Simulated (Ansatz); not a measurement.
# AgI2 (P-4m2): Hubbard U and Hund's J by constrained RPA

Aim: U, U′ and J for the Ag d shell of AgI2 (P-4m2).

Calculated with Ansatz 0.2.0; non-magnetic LDA, then constrained RPA, plane waves, PAW.

## (1) Set-up

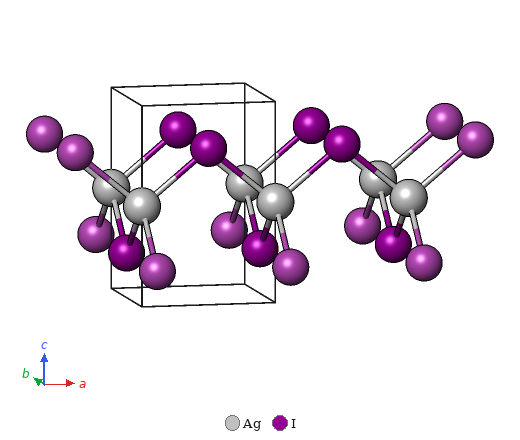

Start, viewed slightly off an axis; silver light grey, iodine purple. 2×1×1 cells are drawn. Some periodic images of atoms are drawn too.

The cell and positions are those that the Materials Project relaxed with its own functionals (PBE, PBE+U or r2SCAN), kept fixed. At the settings of the band run the largest force is still 0.38 eV/Å. Spin-orbit coupling is left out unless a step names it. The default PAW set here is soft_2. Its files were made with PBE.

## (2) LDA bands and orbital weights

This step: DFT, LDA, plane waves, PAW.

The input, input.yaml:

```yaml
crystal:
  lattice:
    - [0.0, -3.03046733, 3.03046733]
    - [0.0, -3.03046733, -3.03046733]
    - [6.354781, 0.0, 0.0]
  atoms:
    - { symbol: Ag, position: [0.0, 0.0, 0.5] }
    - { symbol: I, position: [0.5, 0.0, 0.777762] }
    - { symbol: I, position: [0.0, 0.5, 0.222238] }
kpoints:
  mp_grid: { grid: [8, 8, 4] }
  band_path:
    path:
      - [[0.0, 0.0, 0.0], [0.0, 0.5, 0.0], [0.5, 0.5, 0.0], [0.0, 0.0, 0.0], [0.0, 0.0, 0.5], [0.0, 0.5, 0.5], [0.5, 0.5, 0.5], [0.0, 0.0, 0.5]]
      - [[0.0, 0.5, 0.0], [0.0, 0.5, 0.5]]
      - [[0.5, 0.5, 0.0], [0.5, 0.5, 0.5]]
    npoints: 10
hamiltonian:
  xc: lda
scf:
  occupations: { method: gaussian, width: 0.08 }
  n_extra_bands: 19
  max_iter: 150
output:
  eigenvalues: true
  forces: true
  stress: true
  fatbands: true
  write_density: true
  write_potential: true
  elf: true
  volumetric_format: npy
```

Started as:

```sh
> ansatz run input.yaml --threads 4 --pin off --max-ram 9216MiB --backend cpu --events-out ev --progress --plain --runs-dir out
```

Numbers of over 12 decimals in the logs are rounded to 6 here.

The log of the run:

```text
scf.n_extra_bands = 19 over 27 filled bands (N_el = 53.0): the run solves 46 bands
Engine: ansatz 0.2.0, aarch64-unknown-linux-gnu
Pseudopotentials: kind: paw
Pseudopotential: Ag, paw, valence charge 19, recommended cutoff 420 eV (normal), Ag.paw.azcp
Pseudopotential: I, paw, valence charge 17, recommended cutoff 420 eV (normal), I.paw.azcp
Functional definition: SPW92
  exchange = slater_x
  correlation = pw_c
Crystal: 3 atoms, lattice volume = 116.721 Å³
Basis set: ecut = 420 eV, 2269 PW (Γ)
Bands: 46, of which v1, the nominal top of the filled ones, is band 27 counted from 1 (26 counted from 0)
Symmetry: 8 space group operations
Space group: P-4m2 (ITA 115), of the structure as read, at distance tolerance 4.9e-5 Å
k-points: 45 of 256 (time reversal used)
Non-local potential: Ag, projectors of the file, l = 0: 3, l = 1: 2, l = 2: 2, l = 3: 1
Non-local potential: I, projectors of the file, l = 0: 2, l = 1: 2, l = 2: 2, l = 3: 2
PAW form: soft (Blöchl's): semilocal exchange-correlation on the pseudo side does not see the compensation charge
PAW frozen core: Ag, regenerated for the run's functional, and the local potential with it (the file was generated under x = pbe(κ = 0.804, μ = 0.219515), c = pbe(β = 0.066725))
PAW frozen core: I, regenerated for the run's functional, and the local potential with it (the file was generated under x = pbe(κ = 0.804, μ = 0.219515), c = pbe(β = 0.066725))
PAW one-centre angular grid: Ag, 590 points (default); XC on 64 Gauss nodes
PAW one-centre angular grid: I, 590 points (default); XC on 64 Gauss nodes
Initial density: superposition of atomic densities (neutral atoms: chi_scale 0, normalization atom), corrected by the library's trained network
Initial wavefunctions: pseudopotential atomic-orbital guess
Functional: x = slater, c = lda
SCF iter   1: F=—  HF=-22169.676873 eV  |F-HF|=—  |Δ(HF+E_count)|=         —  Δρ=6.85e-3  dr2=4.69e-2  ethr=1.77e-3  ⟨swp⟩=7.3  Hψ=10650  notcnv=0  defer=363
preconditioner: auto → LDOS  [metal: Δε(μ)=0.071 eV  Ē_g=14.508 eV  σ=0.080 eV  W_gap=0.46  n_scr=28 (ndim 8)  ℏωp=17.2 eV  f_vac=0.162  D(μ)=3.04/eV (n_scr^D=20)  β→1.0]
SCF iter   2: F=—  HF=-22169.669882 eV  |F-HF|=—  |Δ(HF+E_count)|=   6.99e-3  Δρ=2.65e-3  dr2=1.18e-2  ethr=8.85e-5  ⟨swp⟩=2.0  Hψ=3929  notcnv=0  defer=518
SCF iter   3: F=—  HF=-22169.666567 eV  |F-HF|=—  |Δ(HF+E_count)|=   3.31e-3  Δρ=1.65e-3  dr2=3.48e-3  ethr=2.23e-5  ⟨swp⟩=2.0  Hψ=2796  notcnv=0  defer=518
SCF iter   4: F=—  HF=-22169.665883 eV  |F-HF|=—  |Δ(HF+E_count)|=   6.85e-4  Δρ=7.64e-4  dr2=8.78e-4  ethr=6.57e-6  ⟨swp⟩=2.8  Hψ=2673  notcnv=0  defer=518
SCF iter   5: F=—  HF=-22169.665697 eV  |F-HF|=—  |Δ(HF+E_count)|=   1.86e-4  Δρ=2.07e-4  dr2=9.19e-5  ethr=1.66e-6  ⟨swp⟩=2.8  Hψ=2722  notcnv=0  defer=518
SCF iter   6: F=—  HF=-22169.665672 eV  |F-HF|=—  |Δ(HF+E_count)|=   2.44e-5  Δρ=5.10e-5  dr2=4.29e-6  ethr=1.73e-7  ⟨swp⟩=2.3  Hψ=2439  notcnv=0  defer=518
SCF iter   7: F=—  HF=-22169.665671 eV  |F-HF|=—  |Δ(HF+E_count)|=   9.30e-7  Δρ=1.05e-5  dr2=1.30e-7  ethr=8.09e-9  ⟨swp⟩=2.0  Hψ=1973  notcnv=0  defer=518
SCF iter   8: F=-22169.665671 eV  HF=-22169.665671 eV  |F-HF|=5.02e-10  |Δ(HF+E_count)|=   1.38e-8  Δρ=2.12e-6  dr2=4.22e-9  ethr=1.89e-10  ⟨swp⟩=18.0  Hψ=15873  notcnv=0
SCF 1 converged in 8 iterations: F = -22169.665671 eV  dr2 = 4.22e-9
  greatest PAW one-centre occupation: 1.002 electrons in one spin orbital (limit 2), on the Ag atom at site 0 (counted from 0), in its partial waves of l = 0
NSCF: frozen V_eff on 93 k-points
SCF converged after 8 iterations
Free energy (F): -22169.665671 eV
Harris-Foulkes:  -22169.665671 eV  (|F-HF|=5.02e-10)
Internal energy: -22169.655864 eV  (E = F + TS)
E sigma→0 (E₀):  -22169.660767 eV
Entropy (-TS):   -0.009808 eV (-3.269 meV/atom)
Fermi energy:    4.673725 eV
--- Per-component energies (eV) ---
  E_band       = -1236.312229
  E_kinetic    = 903.670257
  E_local      = -7972.936757  (includes V_loc(G=0)·N_el)
  E_nonlocal   = -84.650627
  E_hartree    = 3828.437343
  E_xc         = -435.178381
  E_vxc        = -487.845229  (∫ρ·V_xc dr)
  E_paw        = -13089.693016  (= ΣΔE_a)
  E_vpaw       = -1251.422306  (= ΣTr[D̂ρ^β])
  E_aug_tail   = 0.000400  (compensation charges beyond the density's cutoff)
  E_ewald      = -5321.592319
  E_core_change = 2.287238  (= ΣΔE_core)
  E_smearing   = -0.009808  (= −TS)
  E_closure    = -0.000000  (closes the sum)
  Σ components = -22169.665671   (vs F -22169.665671, Δ=0.00e0)
--- Forces (eV/Å), atoms counted from 1 ---
  atom   1  Ag     0.00000000     0.00000000    -0.00000000
  atom   2  I     -0.38047303    -0.00000000     0.00000000
  atom   3  I      0.38047303     0.00000000     0.00000000
  max |Σ_I F_I| component: 5.55e-17 eV/Å
--- Stress (GPa, compression-positive) ---
       -3.801953       0.000000       0.000000
        0.000000      -3.445394       0.000000
        0.000000       0.000000      -3.445394
  P = ⅓ Tr σ = -3.5642 GPa (-35.642 kbar)
--- Band table (eV; the first three rows and the last of 45) ---
  k-point 0: bands = [... 23 lower, 3.5987, 4.8015, 5.1552, 5.1552, 7.5175, 9.4882, 10.6640, 12.1445, ... 15 higher]
  k-point 1: bands = [... 23 lower, 3.7752, 4.3084, 4.9317, 4.9317, 8.2383, 9.6454, 10.8751, 11.8800, ... 15 higher]
  k-point 2: bands = [... 23 lower, 4.0586, 4.0586, 4.6036, 4.6036, 9.2240, 9.5745, 11.2275, 11.3691, ... 15 higher]
  k-point 44: bands = [... 23 lower, 2.7818, 3.3857, 3.3857, 3.8446, 10.1105, 10.7382, 10.7382, 12.2249, ... 15 higher]
```

Wall time 15 s (4 threads of Arm Neoverse V2, shared host); peak memory 0.62 GiB.

Reading the cycles: dr2 is the Hartree energy of the density residual (eV), the measure of convergence; HF is the Harris–Foulkes estimate of the energy, which meets the free energy F at convergence.

This step gave:

| Item | Value |
| --- | --- |
| pressure | -3.564 GPa |

Electronic bands along the path, in eV, zero at the Fermi level:

| point | band 24 | band 25 | band 26 | band 27 | band 28 | band 29 | band 30 | band 31 |
| --- | --- | --- | --- | --- | --- | --- | --- | --- |
| Γ | -1.07 | 0.13 | 0.48 | 0.48 | 2.84 | 4.81 | 5.99 | 7.47 |
| X | -1.23 | -1.17 | -0.12 | -0.10 | 4.83 | 6.25 | 6.46 | 7.24 |
| M | -1.50 | -1.02 | -1.02 | -0.95 | 3.75 | 4.51 | 4.51 | 6.37 |
| Γ | -1.07 | 0.13 | 0.48 | 0.48 | 2.84 | 4.81 | 5.99 | 7.47 |
| Z | -0.62 | -0.62 | -0.07 | -0.07 | 4.55 | 4.90 | 6.55 | 6.70 |
| R | -0.28 | -0.16 | -0.11 | -0.06 | 3.48 | 5.34 | 7.15 | 7.29 |
| A | -1.89 | -1.29 | -1.29 | -0.83 | 5.44 | 6.06 | 6.06 | 7.55 |
| Z | -0.62 | -0.62 | -0.07 | -0.07 | 4.55 | 4.90 | 6.55 | 6.70 |
| jump to X | -1.23 | -1.17 | -0.12 | -0.10 | 4.83 | 6.25 | 6.46 | 7.24 |
| R | -0.28 | -0.16 | -0.11 | -0.06 | 3.48 | 5.34 | 7.15 | 7.29 |
| jump to M | -1.50 | -1.02 | -1.02 | -0.95 | 3.75 | 4.51 | 4.51 | 6.37 |
| A | -1.89 | -1.29 | -1.29 | -0.83 | 5.44 | 6.06 | 6.06 | 7.55 |

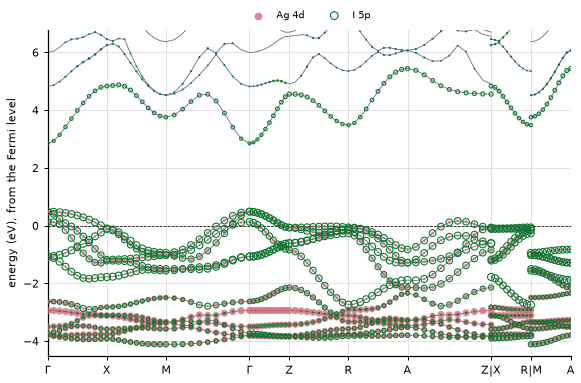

Electronic bands along the path; dots are coloured as in the legend, and their area grows with the weight.

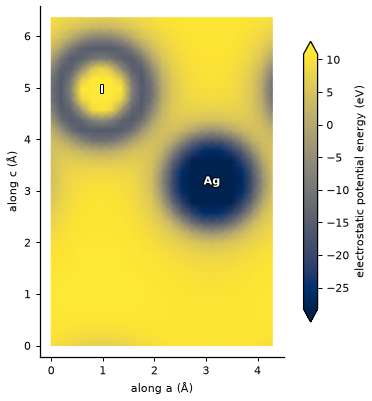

Electrostatic potential energy in the ac plane at fractional y = 0.000, with atoms of Ag and I within 0.2 Å of it. With pseudopotentials it is smooth inside the atoms' cores, unlike the true potential. The map starts off the cell's origin, so that atoms lie inside it.

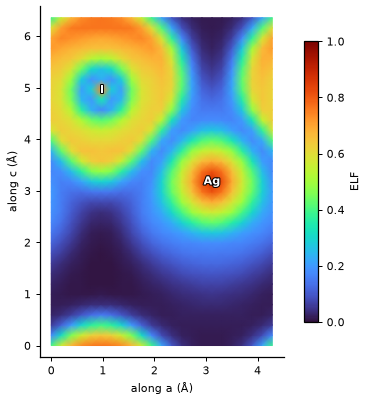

ELF in the ac plane at fractional y = 0.000, with atoms of Ag and I within 0.2 Å of it. It is the smooth field of the valence electrons, not physical close to the nuclei. The map starts off the cell's origin, so that atoms lie inside it.

## (3) Constrained RPA: Ag d + anion p, bands v11 to v1, 4×4×4 mesh, medium accuracy

Constrained RPA screens the interaction with every transition except those inside the target bands, which a later many-body model would treat itself.

This step: constrained RPA on LDA, plane waves, PAW.

input.yaml, the sections that differ from step 2:

```yaml
kpoints:
  mp_grid: { grid: [8, 8, 4] }
output:
  crpa:
    kmesh: [4, 4, 4]
    target_bands: [v11, v1]
    projections: [{ species: Ag, l: d, shell: 4 }, { species: I, l: p, shell: 5 }]
  local_orbitals:
    kmesh: [8, 8, 8]
    orbitals: [{ species: Ag, l: d, shell: 4 }, { species: I, l: p, shell: 5 }]
    window: { bands: [v11, v1] }
    seedname: lo
# crystal, hamiltonian, scf: as in step 2
```

The log of the run:

```text
[...]
Crystal: 3 atoms, lattice volume = 116.721 Å³
Basis set: ecut = 420 eV, 2269 PW (Γ)
Bands: 46, of which v1, the nominal top of the filled ones, is band 27 counted from 1 (26 counted from 0)
Symmetry: 8 space group operations
[...]
k-points: 45 of 256 (time reversal used)
[...]
SCF iter   1: F=—  HF=-22169.676881 eV  |F-HF|=—  |Δ(HF+E_count)|=         —  Δρ=6.85e-3  dr2=4.69e-2  ethr=1.77e-3  ⟨swp⟩=7.3  Hψ=10650  notcnv=0  defer=363
[...]
SCF iter   8: F=-22169.665671 eV  HF=-22169.665671 eV  |F-HF|=6.55e-10  |Δ(HF+E_count)|=   1.38e-8  Δρ=2.15e-6  dr2=4.38e-9  ethr=1.89e-10  ⟨swp⟩=12.6  Hψ=10964  notcnv=0
SCF 1 converged in 8 iterations: F = -22169.665671 eV  dr2 = 4.38e-9
[...]
NSCF: frozen V_eff on 78 k-points
[...]
cRPA screening: q 1/64
cRPA screening: q 2/64
cRPA screening: q 4/64 (q-point 3)
cRPA screening: q 5/64
cRPA screening: q 9/64 (q-point 6)
cRPA screening: q 13/64 (q-point 7)
cRPA screening: q 17/64 (q-point 8)
cRPA screening: q 21/64 (q-point 9)
cRPA screening: q 23/64 (q-point 10)
cRPA screening: q 27/64 (q-point 11)
cRPA screening: q 29/64 (q-point 21)
cRPA screening: q 31/64 (q-point 22)
cRPA screening: q 35/64 (q-point 23)
cRPA screening: q 37/64 (q-point 25)
cRPA screening: q 41/64 (q-point 26)
cRPA screening: q 45/64 (q-point 27)
cRPA screening: q 49/64 (q-point 28)
cRPA screening: q 53/64 (q-point 29)
cRPA screening: q 55/64 (q-point 30)
cRPA screening: q 57/64 (q-point 31)
cRPA screening: q 59/64 (q-point 32)
cRPA screening: q 61/64 (q-point 41)
cRPA screening: q 62/64 (q-point 42)
cRPA screening: q 64/64 (q-point 43)
SCF converged after 8 iterations
Free energy (F): -22169.665671 eV
[...]
Internal energy: -22169.655864 eV  (E = F + TS)
E sigma→0 (E₀):  -22169.660767 eV
Entropy (-TS):   -0.009808 eV (-3.269 meV/atom)
Fermi energy:    4.673725 eV
[...]
--- Band table (eV; the first three rows and the last of 45) ---
  k-point 0: bands = [... 23 lower, 3.5987, 4.8015, 5.1552, 5.1552, 7.5175, 9.4882, 10.6640, 12.1445, ... 15 higher]
  k-point 1: bands = [... 23 lower, 3.7752, 4.3084, 4.9317, 4.9317, 8.2383, 9.6454, 10.8751, 11.8800, ... 15 higher]
  k-point 2: bands = [... 23 lower, 4.0586, 4.0586, 4.6036, 4.6036, 9.2240, 9.5745, 11.2275, 11.3691, ... 15 higher]
  k-point 44: bands = [... 23 lower, 2.7818, 3.3857, 3.3857, 3.8446, 10.1105, 10.7382, 10.7382, 12.2249, ... 15 higher]
--- cRPA (band scheme, projected local orbitals): target bands 17..27 (1-based), 11 Wannier function(s), 4×4×4 mesh, 54 bands' worth read of 59 solved, ecut_chi 136.0 eV, v(q+G=0) probe_charge, pair densities all_electron ---
  bands read: the sum over 54 bands ends inside a degenerate multiplet in 5 slots, whose members it reads at an even weight; the widest, k=0: bands 54 to 55 (counted from 1) at 1/2 each
  χ-basis size per q: N_G = 412..444
  window electrons = 21.0000, filled by tetrahedron_uncorrected; constrained ε̄⁻¹(q = 0, 0) head = 0.284326; min gauge Gram eig = 0.6523
  Kanamori averages over each shell's own Wannier functions (sites counted from 0, functions from 1):
  Each shell's averages of U are screened by what lies outside the whole window alone: parameters of one model of all the shells.
    Site 0, 4D, 5 of 5 d orbitals (Wannier functions 1, 2, 3, 4, 5; wannier90's mr 1, 2, 3, 4, 5):
      screened: U = 6.5673 eV, U' = 5.4769 eV, J = 0.5470 eV
      screened, to within: U = 2.5e-2 eV, U' = 2.5e-2 eV, J = 8.5e-4 eV
      bare: V = 18.6406 eV, V' = 17.2242 eV, J = 0.7098 eV
    Site 1, 5P, 3 of 3 p orbitals (Wannier functions 6, 7, 8; wannier90's mr 1, 2, 3):
      screened: U = 4.0260 eV, U' = 3.3206 eV, J = 0.3741 eV
      screened, to within: U = 6.1e-3 eV, U' = 6.1e-3 eV, J = 7.8e-4 eV
      bare: V = 10.2028 eV, V' = 9.0712 eV, J = 0.6054 eV
    Site 2, 5P, 3 of 3 p orbitals (Wannier functions 9, 10, 11; wannier90's mr 1, 2, 3):
      screened: U = 4.0260 eV, U' = 3.3206 eV, J = 0.3741 eV
      screened, to within: U = 6.1e-3 eV, U' = 6.1e-3 eV, J = 7.8e-4 eV
      bare: V = 10.2028 eV, V' = 9.0712 eV, J = 0.6054 eV
  Hermiticity witness max|P − P†| over intra, direct and exchange elements: 1.60e-14 eV (screened), 3.35e-17 eV (bare)
  Reality witness max|Im| over intra, direct and exchange elements: 4.51e-11 eV (screened), 8.24e-12 eV (bare)
```

Elapsed: 14 min, on 4 threads; peak memory 0.9 GiB; 55 min of CPU time.

This step gave:

```
U                                                 : 6.567 eV
U prime (inter-orbital)                           : 5.477 eV
J                                                 : 0.5470 eV
bare V                                            : 18.64 eV
bare J                                            : 0.7098 eV
stated bound on U                                 : 0.02468 eV
U over bare V                                     : 0.3523
electrons in the window                           : 21.00
head of the constrained inverse dielectric matrix : 0.2843
least eigenvalue of the projection's overlap      : 0.6523
target functions                                  : 11
bands in the sums                                 : 54
r.m.s. miss of the model bands                    : 4.35e-4 eV
width of the target bands                         : 4.595 eV
weight of the projected orbitals in the window    : 0.9634
```

On the Ag d shell, screening brings the on-site interaction from 18.6 eV down to U = 6.57 eV.

Kanamori averages over each shell's functions. Crpa shells, by row:

| site | element | shell | orbitals | U (eV) | U' (eV) | J (eV) | bare V (eV) | bare V' (eV) | bare J (eV) | bound on U (eV) |
| --- | --- | --- | --- | --- | --- | --- | --- | --- | --- | --- |
| 1 | Ag | 4D | 5 | 6.567 | 5.477 | 0.547 | 18.64 | 17.22 | 0.7098 | 0.02468 |
| 2 | I | 5P | 3 | 4.026 | 3.321 | 0.3741 | 10.2 | 9.071 | 0.6054 | 0.006045 |
| 3 | I | 5P | 3 | 4.026 | 3.321 | 0.3741 | 10.2 | 9.071 | 0.6054 | 0.006045 |

Projected local orbitals of the target window. Electronic bands along the path, in eV, zero at the Fermi level; # counts the bands kept:

| point | #8 | #9 | #10 | #11 |
| --- | --- | --- | --- | --- |
| Γ | -1.07 | 0.13 | 0.48 | 0.48 |
| X | -1.23 | -1.17 | -0.12 | -0.10 |
| M | -1.50 | -1.02 | -1.02 | -0.95 |
| Γ | -1.07 | 0.13 | 0.48 | 0.48 |
| Z | -0.62 | -0.62 | -0.07 | -0.07 |
| R | -0.28 | -0.16 | -0.11 | -0.06 |
| A | -1.89 | -1.29 | -1.29 | -0.83 |
| Z | -0.62 | -0.62 | -0.07 | -0.07 |
| jump to X | -1.23 | -1.17 | -0.12 | -0.10 |
| R | -0.28 | -0.16 | -0.11 | -0.06 |
| jump to M | -1.50 | -1.02 | -1.02 | -0.95 |
| A | -1.89 | -1.29 | -1.29 | -0.83 |

The same for Kohn-Sham, solved directly:

| point | #8 | #9 | #10 | #11 |
| --- | --- | --- | --- | --- |
| Γ | -1.07 | 0.13 | 0.48 | 0.48 |
| X | -1.23 | -1.17 | -0.12 | -0.10 |
| M | -1.50 | -1.02 | -1.02 | -0.95 |
| Γ | -1.07 | 0.13 | 0.48 | 0.48 |
| Z | -0.62 | -0.62 | -0.07 | -0.07 |
| R | -0.28 | -0.16 | -0.11 | -0.06 |
| A | -1.89 | -1.29 | -1.29 | -0.83 |
| Z | -0.62 | -0.62 | -0.07 | -0.07 |
| X | -1.23 | -1.17 | -0.12 | -0.10 |
| R | -0.28 | -0.16 | -0.11 | -0.06 |
| M | -1.50 | -1.02 | -1.02 | -0.95 |
| A | -1.89 | -1.29 | -1.29 | -0.83 |

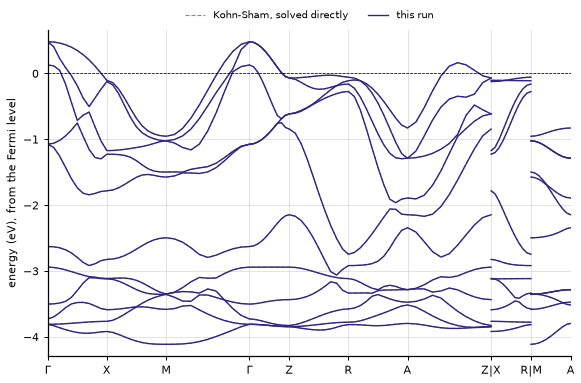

Electronic bands along the path; dashed: Kohn-Sham, solved directly.

Onsite levels, by row:

| orbital | level less Fermi level (eV) |
| --- | --- |
| Ag1 dz2 | -3.002 |
| Ag1 dxz | -3.01 |
| Ag1 dyz | -2.95 |
| Ag1 dx2-y2 | -3.052 |
| Ag1 dxy | -3.01 |
| I2 pz | -1.536 |
| I2 px | -1.682 |
| I2 py | -1.536 |
| I3 pz | -1.536 |
| I3 px | -1.682 |
| I3 py | -1.536 |

Largest distinct elements between sites. Hoppings, by row:

| from | to | cell | distance (Å) | t (eV) |
| --- | --- | --- | --- | --- |
| I3 pz | Ag1 dxy | 0 0 0 | 2.776 | -0.5034 |
| Ag1 dyz | I3 px | 0 0 0 | 2.776 | -0.4677 |
| Ag1 dz2 | I3 pz | 0 -1 0 | 2.776 | -0.2993 |
| I3 py | I3 pz | 0 1 0 | 4.286 | 0.2884 |
| I3 py | Ag1 dx2-y2 | 0 1 0 | 2.776 | 0.288 |
| I3 px | Ag1 dxz | 0 0 0 | 2.776 | -0.2871 |
| I2 px | I3 pz | 0 0 0 | 4.653 | 0.2329 |
| I3 px | I2 px | -1 1 0 | 4.653 | 0.2228 |
| I2 pz | I2 pz | -1 0 0 | 4.286 | 0.2188 |
| Ag1 dxy | I2 py | 0 0 0 | 2.776 | 0.2052 |
| I3 py | I2 px | 0 1 -1 | 4.143 | 0.2003 |
| I3 pz | I3 py | -1 0 0 | 4.286 | -0.1857 |

## (4) Results

```
Ag d + anion p : U 6.57 eV, U′ 5.48 eV, J 0.55 eV, bare V 18.6 eV
method         : constrained RPA on non-magnetic LDA, 4×4×4 mesh, static
```

In words: For Ag d + anion p, screening cuts the on-site interaction from 18.64 eV to 6.57 eV (35 %), while J goes only from 0.71 eV to 0.55 eV: the monopole is screened far more than the multipoles. U − 2J differs from U′ by −0.004 eV, so the Kanamori relation holds well. The parent state is non-magnetic and the interaction static (zero frequency); U depends on the window and the orbitals, so it belongs to this model alone. The bands cross the Fermi level under this constraint, which need not be the crystal's state: magnetic order, correlation or a lattice distortion may open a gap. A window that holds the anion p bands defines a model with explicit ligands; its U belongs to that model and is not the U of DFT+U.

[Paths, hosts, dates, memory and timing lines, banners, echoed tables and standing remarks are left out of the program output.]

[Logs are printed without paths, hosts, clocks, repeated set-up lines and the standing remarks that a program may print on its own settings, such as how far it seeks lower states.]

[Runs of the session that timed out or met a known fault of the program may be left out.]

[Hosts, paths, dates, database ids (printed as entryN), source tags and the programs' standing remarks are cut or masked in the printed files.]
